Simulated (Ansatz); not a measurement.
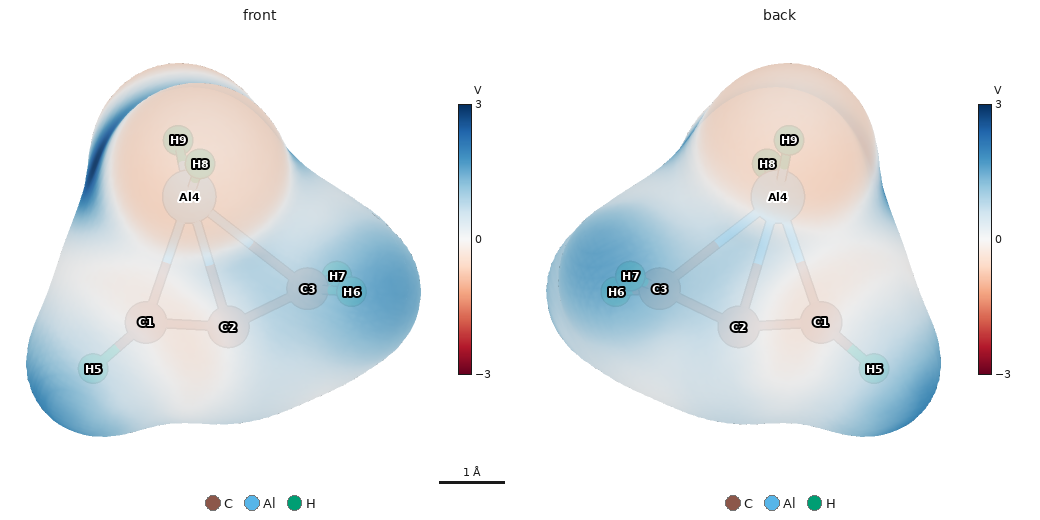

The picture shows: C₃H₅Al. The electrostatic potential painted on the density surface at 0.004 e/bohr³, seen from the front and from behind; red is negative and blue positive.

Level of theory: UKS PBE/cc-pVDZ (Ansatz).

Input file:

```
crystal:
  periodic: [false, false, false]
  atoms:
    - { symbol: C, position_ang: [-0.4756, 1.4602, -1.5986] }
    - { symbol: C, position_ang: [0.0822, 0.8084, -0.8364] }
    - { symbol: C, position_ang: [0.7969, -0.0279, 0.0901] }
    - { symbol: Al, position_ang: [-0.3643, -1.1509, 1.1406] }
    - { symbol: H, position_ang: [-1.0577, 2.1068, -2.308] }
    - { symbol: H, position_ang: [1.16646, -1.01857, 1.2448] }
    - { symbol: H, position_ang: [1.4312, 0.6167, 0.805] }
    - { symbol: H, position_ang: [-0.2948, -2.7359, 1.0609] }
    - { symbol: H, position_ang: [-1.5588, -0.4577, 2.0883] }
magnetization:
  spin_polarized: true
basis:
  gaussian: { orbitals: cc-pVDZ }
hamiltonian:
  xc: pbe
relax:
  f_tol: 0.02
  max_steps: 50
output:
  orbitals: {}
```

Run with:

```sh
ansatz run input.yaml --threads 2 --pin off --max-ram 3072MiB --backend cpu --events-out ev --progress --plain --runs-dir out
```

The fields are those of the run's last geometry, not of the input's.

Where is the surface potential most negative and most positive?

The most negative region (about −0.6 V, or −14 kcal/mol for a unit charge) lies over H8 and H9, the most positive (about +2.7 V, or +62 kcal/mol for a unit charge) over Al4.
